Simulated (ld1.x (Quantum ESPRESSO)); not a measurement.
# Pseudopotential generation for fluorine: TM, PBE

Do these settings give a usable potential? It is generated, then checked for transferability, scattering, ghosts and hardness.

The numbers are computed with ld1.x (Quantum ESPRESSO) 7.5 (PBE, scalar-relativistic, spin-unpolarised reference atom).

### 1 Settings

Typed settings, in words:

```
element                 : fluorine (F, Z = 9)
type                    : norm-conserving Troullier–Martins (Kleinman–Bylander form)
frozen core             : [He]
valence charge          : 7
reference configuration : 2s2 2p5
partial waves           : 2s (bound): rc 0.65 bohr; 2p (bound): rc 1.40 bohr; 3d channel at 0.45 Ry: rc 1.05 bohr
local potential         : all-electron potential smoothed inside 0.95 bohr (lloc = -1)
core correction         : not asked for
```

### 2 Generation

Input file F.in:

```
 &input
   title='F', zed=9., rel=1, dft='PBE', iswitch=3,
   config='[He] 2s2 2p5 3d-2',
   nld=3, rlderiv=1.55, eminld=-4.0, emaxld=5.0, deld=0.02
 /
 &inputp
   pseudotype=2, tm=.true., lloc=-1, rcloc=0.95,
   nlcc=.false.,
   file_pseudopw='F.UPF', file_wfcaegen='ae.wfc', file_wfcncgen='nc.wfc', file_beta='beta', file_chi='chi'
 /
3
2S  1  0   2.00   0.00  0.65  0.65  0.0
2P  2  1   5.00   0.00  1.40  1.40  0.0
3D  3  2  -2.00   0.45  1.05  1.05  0.0
 &test
   configts(1)='2s2 2p5'
 /
```

On the command line:

```console
$ ld1.x < F.in > F.out
```

Output in F.out (without the banner and most projector matrices):

```text
     Program LD1 v.7.5
     --------------------------- All-electron run ----------------------------

     F
     scalar relativistic calculation

     atomic number is  9.00
     dft =PBE   lsd =0 sic =0 latt =0  beta=0.20 tr2=1.0E-14
     Exchange-correlation= PBE
                           (   1   4   3   4   0   0   0)
     mesh =1105 r(mesh) =  99.76081 a.u. xmin = -7.00 dx = 0.01250
     1 Ry =  13.60569312 eV, c = 137.03599908

     n l     nl                  e(Ry)          e(Ha)          e(eV)
     1 0     1S 1( 2.00)       -48.7570       -24.3785      -663.3734
     2 0     2S 1( 2.00)        -2.1976        -1.0988       -29.8996
     2 1     2P 1( 5.00)        -0.8167        -0.4083       -11.1117

     final scf error:  6.3E-15 reached in  26 iterations

     Etot =    -199.489330 Ry,     -99.744665 Ha,   -2714.190600 eV

     Ekin =     199.322998 Ry,      99.661499 Ha,    2711.927538 eV
     Encl =    -477.724055 Ry,    -238.862027 Ha,   -6499.766885 eV
     Eh   =      99.339620 Ry,      49.669810 Ha,    1351.584389 eV
     Exc  =     -20.427893 Ry,     -10.213946 Ha,    -277.935642 eV

     normalization and overlap integrals

     s(1S/1S) =  1.000000  <r> =   0.1763  <r2> =    0.0420  r(max) =   0.1139
     s(2S/2S) =  1.000000  <r> =   1.0034  <r2> =    1.2282  r(max) =   0.7617
     s(2P/2P) =  1.000000  <r> =   1.1050  <r2> =    1.6384  r(max) =   0.7066

     ------------------------ End of All-electron run ------------------------

     --------------------- Generating NC pseudopotential ---------------------

      Generating local potential from pseudized AE potential:
      Matching radius rcloc =   0.9500

      Local pseudo, rcloc= 0.954 Estimated cut-off energy=    27.04 Ry

      Wfc   2S  rcut= 0.656  Using Troullier-Martins method

      Wfc   2P  rcut= 1.388  Using Troullier-Martins method

      Wfc   3D  rcut= 1.054  Using Troullier-Martins method

     ------------------- End of pseudopotential generation -------------------

     [... the all-electron block is printed once more ...]


     Computing logarithmic derivative in   1.54349
     Computing logarithmic derivative in   1.54349
     Computing the partial wave expansion
     R is outside the sphere for l=    0 j= 0.00
     R is outside the sphere for l=    1 j= 0.00
     R is outside the sphere for l=    2 j= 0.00

     ---------------------- Testing the pseudopotential ----------------------

     F
     scalar relativistic calculation

     atomic number is  9.00   valence charge is  7.00
     dft =PBE   lsd =0 sic =0 latt =0  beta=0.20 tr2=1.0E-14
     mesh =1105 r(mesh) =  99.76081 xmin = -7.00 dx = 0.01250

     n l     nl             e AE (Ry)        e PS (Ry)    De AE-PS (Ry)
     1 0     2S   1( 2.00)       -2.19758       -2.19764        0.00006
     2 1     2P   1( 5.00)       -0.81670       -0.81670        0.00001

     eps = 7.5E-15  iter =  6

     Etot =    -199.489330 Ry,     -99.744665 Ha,   -2714.190600 eV
     Etotps =   -47.662686 Ry,     -23.831343 Ha,    -648.483877 eV

     Ekin =      32.790420 Ry,      16.395210 Ha,     446.136388 eV
     Encl =    -108.632102 Ry,     -54.316051 Ha,   -1478.015043 eV
     Ehrt =      41.820006 Ry,      20.910003 Ha,     568.990172 eV
     Ecxc =      -8.933727 Ry,      -4.466863 Ha,    -121.549545 eV
     Epseu=      -4.707283 Ry,      -2.353642 Ha,     -64.045849 eV

     ---------------------- End of pseudopotential test ----------------------
```

Wall time 0.96 s (1 thread of Neoverse-V1, shared host). This counts the later configuration tests of the new file too.

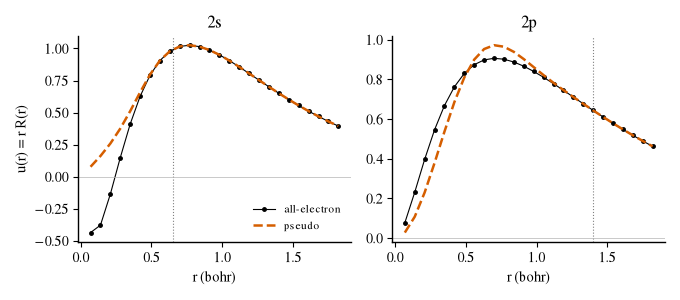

Bound waves of the atom and their pseudo partners (2s, 2p), with the matching radii dotted. The curves join 26 sampled radii.

### 3 Transferability test

Input file F.test.in:

```
 &input
   title='F', zed=9., rel=1, dft='PBE', iswitch=2,
   config='[He] 2s2 2p5 3d-2'
 /
 &test
   file_pseudo='F.UPF', nconf=8,
   configts(1)='2s2 2p5',
   configts(2)='2s2 2p4',
   configts(3)='2s2 2p3',
   configts(4)='2s2 2p2',
   configts(5)='2s2 2p1',
   configts(6)='2s1 2p6',
   configts(7)='2s1 2p5',
   configts(8)='2s2 2p5.3'
 /
```

On the command line:

```console
$ ld1.x < F.test.in > F.test.out
```

F.test.out, the pseudopotential blocks:

```text
     ---------------------- Testing the pseudopotential ----------------------

     F
     scalar relativistic calculation

     atomic number is  9.00   valence charge is  7.00
     dft =PBE   lsd =0 sic =0 latt =0  beta=0.20 tr2=1.0E-14
     mesh =1105 r(mesh) =  99.76081 xmin = -7.00 dx = 0.01250

     n l     nl             e AE (Ry)        e PS (Ry)    De AE-PS (Ry)
     1 0     2S   1( 2.00)       -2.19758       -2.19764        0.00006
     2 1     2P   1( 5.00)       -0.81670       -0.81670        0.00001

     eps = 1.1E-15  iter =  6

     Etot =    -199.489330 Ry,     -99.744665 Ha,   -2714.190600 eV
     Etotps =   -47.662686 Ry,     -23.831343 Ha,    -648.483880 eV

     Ekin =      32.790420 Ry,      16.395210 Ha,     446.136387 eV
     Encl =    -108.632102 Ry,     -54.316051 Ha,   -1478.015045 eV
     Ehrt =      41.820006 Ry,      20.910003 Ha,     568.990172 eV
     Ecxc =      -8.933727 Ry,      -4.466863 Ha,    -121.549545 eV
     Epseu=      -4.707283 Ry,      -2.353642 Ha,     -64.045850 eV

     ---------------------- End of pseudopotential test ----------------------

     ---------------------- Testing the pseudopotential ----------------------

     F
     scalar relativistic calculation

     atomic number is  9.00   valence charge is  7.00
     dft =PBE   lsd =0 sic =0 latt =0  beta=0.20 tr2=1.0E-14
     mesh =1105 r(mesh) =  99.76081 xmin = -7.00 dx = 0.01250

     n l     nl             e AE (Ry)        e PS (Ry)    De AE-PS (Ry)
     1 0     2S   1( 2.00)       -3.48292       -3.48596        0.00304
     2 1     2P   1( 4.00)       -2.08065       -2.07722       -0.00343

     eps = 8.3E-15  iter = 17

     Etot =    -198.064175 Ry,     -99.032088 Ha,   -2694.800384 eV
     Etotps =   -46.238483 Ry,     -23.119242 Ha,    -629.106616 eV
     dEtot_ae =       1.425155 Ry
     dEtot_ps =       1.424203 Ry,   Delta E=       0.000952 Ry

     Ekin =      30.601004 Ry,      15.300502 Ha,     416.347873 eV
     Encl =     -98.215163 Ry,     -49.107581 Ha,   -1336.285364 eV
     Ehrt =      33.279117 Ry,      16.639559 Ha,     452.785458 eV
     Ecxc =      -7.899901 Ry,      -3.949951 Ha,    -107.483634 eV
     Epseu=      -4.003541 Ry,      -2.001770 Ha,     -54.470949 eV

     ---------------------- End of pseudopotential test ----------------------

     ---------------------- Testing the pseudopotential ----------------------

     F
     scalar relativistic calculation

     atomic number is  9.00   valence charge is  7.00
     dft =PBE   lsd =0 sic =0 latt =0  beta=0.20 tr2=1.0E-14
     mesh =1105 r(mesh) =  99.76081 xmin = -7.00 dx = 0.01250

     n l     nl             e AE (Ry)        e PS (Ry)    De AE-PS (Ry)
     1 0     2S   1( 2.00)       -4.99731       -4.99865        0.00134
     2 1     2P   1( 3.00)       -3.60167       -3.58087       -0.02080  !

     eps = 3.0E-15  iter = 25

     Etot =    -195.242940 Ry,     -97.621470 Ha,   -2656.415526 eV
     Etotps =   -43.427522 Ry,     -21.713761 Ha,    -590.861533 eV
     dEtot_ae =       4.246390 Ry
     dEtot_ps =       4.235164 Ry,   Delta E=       0.011225 Ry

     Ekin =      26.884030 Ry,      13.442015 Ha,     365.775867 eV
     Encl =     -85.472794 Ry,     -42.736397 Ha,   -1162.916604 eV
     Ehrt =      24.628953 Ry,      12.314476 Ha,     335.093973 eV
     Ecxc =      -6.641986 Ry,      -3.320993 Ha,     -90.368820 eV
     Epseu=      -2.825725 Ry,      -1.412863 Ha,     -38.445950 eV

     ---------------------- End of pseudopotential test ----------------------

     ---------------------- Testing the pseudopotential ----------------------

     F
     scalar relativistic calculation

     atomic number is  9.00   valence charge is  7.00
     dft =PBE   lsd =0 sic =0 latt =0  beta=0.20 tr2=1.0E-14
     mesh =1105 r(mesh) =  99.76081 xmin = -7.00 dx = 0.01250

     n l     nl             e AE (Ry)        e PS (Ry)    De AE-PS (Ry)
     1 0     2S   1( 2.00)       -6.70364       -6.68991       -0.01373  !
     2 1     2P   1( 2.00)       -5.34782       -5.28146       -0.06636  !

     eps = 6.0E-15  iter = 18

     Etot =    -190.786158 Ry,     -95.393079 Ha,   -2595.777923 eV
     Etotps =   -39.011107 Ry,     -19.505553 Ha,    -530.773149 eV
     dEtot_ae =       8.703171 Ry
     dEtot_ps =       8.651579 Ry,   Delta E=       0.051592 Ry

     Ekin =      21.608870 Ry,      10.804435 Ha,     294.003659 eV
     Encl =     -70.816073 Ry,     -35.408036 Ha,    -963.501751 eV
     Ehrt =      16.589065 Ry,       8.294532 Ha,     225.705723 eV
     Ecxc =      -5.236455 Ry,      -2.618227 Ha,     -71.245596 eV
     Epseu=      -1.156515 Ry,      -0.578257 Ha,     -15.735184 eV

     ---------------------- End of pseudopotential test ----------------------

     ---------------------- Testing the pseudopotential ----------------------

     F
     scalar relativistic calculation

     atomic number is  9.00   valence charge is  7.00
     dft =PBE   lsd =0 sic =0 latt =0  beta=0.20 tr2=1.0E-14
     mesh =1105 r(mesh) =  99.76081 xmin = -7.00 dx = 0.01250

     n l     nl             e AE (Ry)        e PS (Ry)    De AE-PS (Ry)
     1 0     2S   1( 2.00)       -8.57765       -8.52442       -0.05323  !
     2 1     2P   1( 1.00)       -7.29740       -7.13972       -0.15768  !

     eps = 4.5E-15  iter = 27

     Etot =    -184.479831 Ry,     -92.239915 Ha,   -2509.975963 eV
     Etotps =   -32.811929 Ry,     -16.405965 Ha,    -446.429043 eV
     dEtot_ae =      15.009499 Ry
     dEtot_ps =      14.850757 Ry,   Delta E=       0.158742 Ry

     Ekin =      14.798252 Ry,       7.399126 Ha,     201.340477 eV
     Encl =     -54.560116 Ry,     -27.280058 Ha,    -742.328193 eV
     Ehrt =       9.705778 Ry,       4.852889 Ha,     132.053831 eV
     Ecxc =      -3.755404 Ry,      -1.877702 Ha,     -51.094870 eV
     Epseu=       0.999560 Ry,       0.499780 Ha,      13.599712 eV

     ---------------------- End of pseudopotential test ----------------------

     ---------------------- Testing the pseudopotential ----------------------

     F
     scalar relativistic calculation

     atomic number is  9.00   valence charge is  7.00
     dft =PBE   lsd =0 sic =0 latt =0  beta=0.20 tr2=1.0E-14
     mesh =1105 r(mesh) =  99.76081 xmin = -7.00 dx = 0.01250

     n l     nl             e AE (Ry)        e PS (Ry)    De AE-PS (Ry)
     1 0     2S   1( 1.00)       -2.23280       -2.23389        0.00108
     2 1     2P   1( 6.00)       -0.84819       -0.85110        0.00291

     eps = 8.0E-15  iter = 14

     Etot =    -198.106554 Ry,     -99.053277 Ha,   -2695.376983 eV
     Etotps =   -46.280829 Ry,     -23.140415 Ha,    -629.682760 eV
     dEtot_ae =       1.382775 Ry
     dEtot_ps =       1.381857 Ry,   Delta E=       0.000919 Ry

     Ekin =      36.643296 Ry,      18.321648 Ha,     498.557437 eV
     Encl =    -108.358463 Ry,     -54.179231 Ha,   -1474.291994 eV
     Ehrt =      41.560771 Ry,      20.780385 Ha,     565.463091 eV
     Ecxc =      -8.886594 Ry,      -4.443297 Ha,    -120.908270 eV
     Epseu=      -7.239839 Ry,      -3.619919 Ha,     -98.503024 eV

     ---------------------- End of pseudopotential test ----------------------

     ---------------------- Testing the pseudopotential ----------------------

     F
     scalar relativistic calculation

     atomic number is  9.00   valence charge is  7.00
     dft =PBE   lsd =0 sic =0 latt =0  beta=0.20 tr2=1.0E-14
     mesh =1105 r(mesh) =  99.76081 xmin = -7.00 dx = 0.01250

     n l     nl             e AE (Ry)        e PS (Ry)    De AE-PS (Ry)
     1 0     2S   1( 1.00)       -3.49542       -3.50454        0.00912  !
     2 1     2P   1( 5.00)       -2.08974       -2.09557        0.00583  !

     eps = 3.2E-15  iter = 11

     Etot =    -196.660171 Ry,     -98.330085 Ha,   -2675.697932 eV
     Etotps =   -44.829669 Ry,     -22.414834 Ha,    -609.938715 eV
     dEtot_ae =       2.829159 Ry
     dEtot_ps =       2.833017 Ry,   Delta E=      -0.003858 Ry

     Ekin =      34.816558 Ry,      17.408279 Ha,     473.703402 eV
     Encl =     -98.145740 Ry,     -49.072870 Ha,   -1335.340819 eV
     Ehrt =      33.159859 Ry,      16.579929 Ha,     451.162864 eV
     Ecxc =      -7.877731 Ry,      -3.938865 Ha,    -107.181987 eV
     Epseu=      -6.782615 Ry,      -3.391307 Ha,     -92.282175 eV

     ---------------------- End of pseudopotential test ----------------------

     ---------------------- Testing the pseudopotential ----------------------

     F
     scalar relativistic calculation

     atomic number is  9.00   valence charge is  7.00
     dft =PBE   lsd =0 sic =0 latt =0  beta=0.20 tr2=1.0E-14
     mesh =1105 r(mesh) =  99.76081 xmin = -7.00 dx = 0.01250

     n l     nl             e AE (Ry)        e PS (Ry)    De AE-PS (Ry)
     1 0     2S   1( 2.00)       -1.86725       -1.86647       -0.00078
     2 1     2P   1( 5.30)       -0.49676       -0.49673       -0.00003

     eps = 8.7E-15  iter = 13

     Etot =    -199.685554 Ry,     -99.842777 Ha,   -2716.860368 eV
     Etotps =   -47.858930 Ry,     -23.929465 Ha,    -651.153921 eV
     dEtot_ae =      -0.196224 Ry
     dEtot_ps =      -0.196244 Ry,   Delta E=       0.000020 Ry

     Ekin =      33.160329 Ry,      16.580164 Ha,     451.169257 eV
     Encl =    -111.209926 Ry,     -55.604963 Ha,   -1513.088131 eV
     Ehrt =      44.206142 Ry,      22.103071 Ha,     601.455197 eV
     Ecxc =      -9.185196 Ry,      -4.592598 Ha,    -124.970955 eV
     Epseu=      -4.830279 Ry,      -2.415139 Ha,     -65.719288 eV

     ---------------------- End of pseudopotential test ----------------------
```

The tests as a table, with energies relative to 2s2 2p5.

| valence configuration | charge | ΔE all-electron (eV) | error AE − PS (meV) |
| --- | --- | --- | --- |
| 2s2 2p4 | +1 | 19.390 | +13 |
| 2s2 2p3 | +2 | 57.775 | +153 |
| 2s2 2p2 | +3 | 118.413 | +702 |
| 2s2 2p1 | +4 | 204.215 | +2160 |
| 2s1 2p6 | 0 | 18.814 | +13 |
| 2s1 2p5 | +1 | 38.493 | -52 |
| 2s2 2p5.3 | -0.3 | -2.670 | +0.3 |

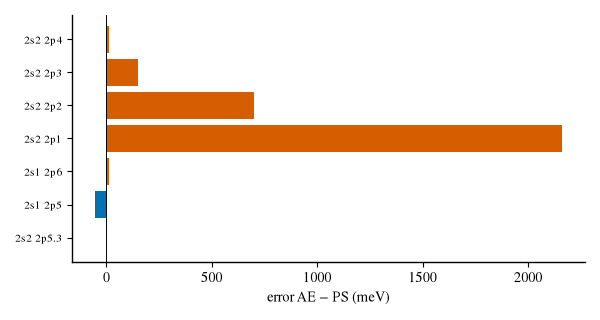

Error of the potential in each test configuration.

### 4 Does it scatter like the atom?

Taken from the files of the generation run. The phase is arctan(r·u′/u) with u = r·R, unwrapped, with energies in Ry. A pole is an energy at which the radial function vanishes at the test radius. The pseudo phase is shifted by a multiple of π to meet the all-electron one at the reference energy. Levels narrower than the energy grid can be missing from the poles. The last column is the largest difference on the grid between −1 and +1 Ry.

| channel | radius (bohr) | reference (Ry) | poles AE | poles PS | window around the reference with phases within 0.05 rad (Ry) | largest difference near zero (rad) |
| --- | --- | --- | --- | --- | --- | --- |
| s | 1.54 | -2.20 | -1.01 | -1.01 | the whole range | 0.000 |
| p | 1.54 | -0.82 | 0.35 | 0.36 | below 4.0 | 0.004 |
| d | 1.54 | 0.45 | none | none | the whole range | 0.000 |

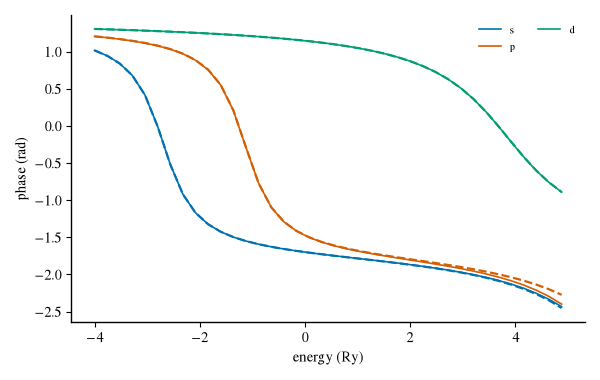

All-electron (solid) and pseudo (dashed) phases against energy.

### 5 Cutoff and ghost test in a Bessel basis

A separate test, outside the generator: the pseudo-atom's Hamiltonian at the reference potential is diagonalised in spherical Bessel functions j_l(qr) that vanish at 20 bohr, with q² up to the cutoff.

All-electron valence levels (Ry): 2s -2.1976, 2p -0.8167. The lowest levels of each channel (Ry) by cutoff; the last column sums, over occupied levels, occupation times the distance from the level at 400 Ry. A positive value at high cutoff is not a bound level.

```tsv
cutoff (Ry)	s #1	p #1	d #1	f #1	Σ f·Δε (mRy)
8	-1.8835	-0.0120	0.0806	0.1213	4651.5
15	-1.9511	-0.1492	0.0806	0.1213	3830.1
25	-1.9688	-0.4016	0.0806	0.1213	2533.0
40	-2.0634	-0.6836	0.0806	0.1213	933.9
55	-2.1341	-0.7933	0.0806	0.1213	243.6
80	-2.1813	-0.8162	0.0806	0.1213	35.0
110	-2.1930	-0.8164	0.0806	0.1213	10.4
120	-2.1934	-0.8165	0.0806	0.1213	9.2
160	-2.1939	-0.8167	0.0806	0.1213	7.4
230	-2.1968	-0.8167	0.0806	0.1213	1.6
260	-2.1973	-0.8167	0.0806	0.1213	0.5
350	-2.1975	-0.8167	0.0806	0.1213	0.0
400	-2.1976	-0.8167	0.0806	0.1213	0.0
```

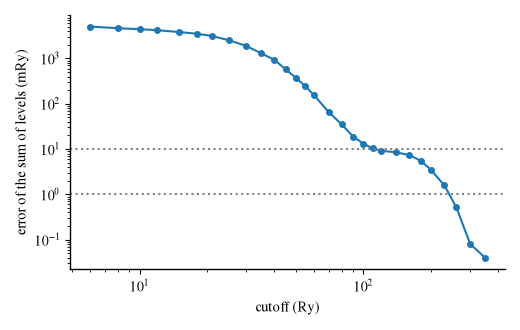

Occupation-weighted error of the valence levels against the cutoff; the dotted lines mark 10 and 1 mRy.

The sum stays within 10 mRy from 120 Ry and within 1 mRy from 260 Ry. The sum leaves out empty levels, which can need more. Ghost test: no level below the all-electron spectrum of its channel (s, p, d, f tested).

### 6 Results

| quantity | value |
| --- | --- |
| cutoffs for 10 and 1 mRy, occupied levels | 120 Ry and 260 Ry |
| bound ghosts | none found |
| largest test error (AE − PS) | +2160 meV, for 2s2 2p1 |
| largest phase difference near zero energy, channels read | 0.004 rad |

By total energies transferability is poor: the largest error is 2160 meV on 204.2 eV, for 2s2 2p1. That test lies far up in energy; among those under 40 eV, nearer to bonding, the largest error is 52 meV. It counts as hard, with 120 Ry needed at the looser tolerance. The slowest occupied level is 2s: taken alone it needs 230 Ry to come within 1 mRy, against 80 Ry for 2p. It is free of bound ghosts as far as tested. Near zero energy the phases of the channels with partial waves agree within 0.004 rad. These are tests on the free atom; a crystal test is still owed.
